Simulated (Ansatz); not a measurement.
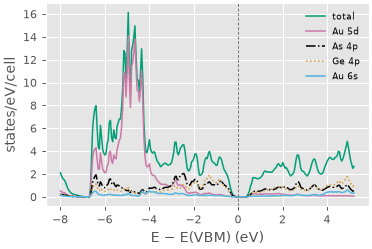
*Total and projected density of states of GeAsAu in space group C2 (No. 5; Ge on 4c, As on 4c, Au on 4c), plane-wave PAW r²SCAN (Ansatz code)*

### Question
Which orbitals carry the states next to the gap?

### Answer
Top 1 eV of the valence band: As 4p 42 %, Ge 4p 41 %, Au 5d 5 %. Bottom 1 eV of the conduction band: As 4p 29 %, Ge 4p 24 %, Au 5d 14 %, Ge 4s 13 %, As 4s 8 %, outside the projected shells 9 %. Projections are on Löwdin-orthogonalised atomic valence shells; empty p or d shells of many metals are not among them.

### Question
Where is the tallest occupied peak in this window, and what makes it?

### Answer
Near -4.9 eV, about 16 states/eV per cell; the largest projected share is Au 5d.

The first step of the workflow began from a Materials Project structure, measured or hypothetical; the Crystallography Open Database copy checked does not list it. With Ge and As taken as one species the cell has the higher symmetry C2/c, so it may be an ordered model of a mixed-site phase. Its standing as an ambient phase is unchecked. The r²SCAN relaxation kept the symmetry of its start; its stability against distortions is not shown here. Scalar-relativistic: spin–orbit coupling is off unless named, which matters more the heavier the elements.

Potentials: the later of the program's two PAW sets.
